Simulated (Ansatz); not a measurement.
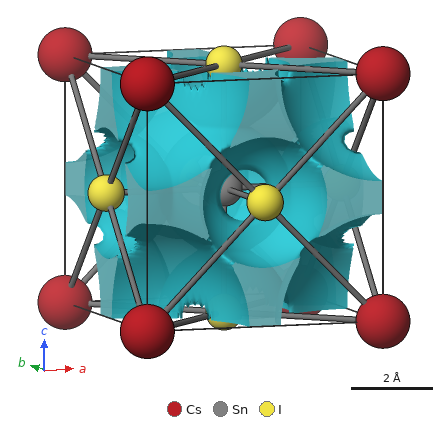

The teal surface encloses the points that the centre of a probe sphere of radius 0.25 Å can occupy in CsSnI3 in space group Pm-3m, computed on a grid of about 0.13 Å (1×1×1 cells shown, view slightly off an axis; pale faces close the region where the box cuts it).

Hard-sphere model; covalent radii (Cordero): Cs 2.44 Å, Sn 1.39 Å, I 1.39 Å.

Source of the atomic positions: a calculation's input that goes back to an entry of the Crystallography Open Database (an earlier step may have relaxed or displaced it).

```
CELL_PARAMETERS angstrom
6.20570 0.00000 0.00000
0.00000 6.20570 0.00000
0.00000 0.00000 6.20570
ATOMIC_POSITIONS crystal
Cs 0.00000 0.00000 0.00000
Sn 0.50000 0.50000 0.50000
I 0.00000 0.50000 0.50000
I 0.50000 0.00000 0.50000
I 0.50000 0.50000 0.00000
```

### Is the space open to the probe made of pockets or channels?

Where they connect, they form a three-dimensional network.

### What share of the cell can the probe's centre reach?

About 35 % of the volume (84 Å³ of 239.0 Å³).

### Give the largest included and the largest free sphere.

The largest sphere that fits anywhere has a diameter of 1.91 Å; the largest that can travel through the crystal, about 1.6 Å.

### How does the connectivity change as the probe shrinks?

Below a radius of about 0.80 Å the space forms a three-dimensional network. These are grid estimates, good to about 0.05 Å.
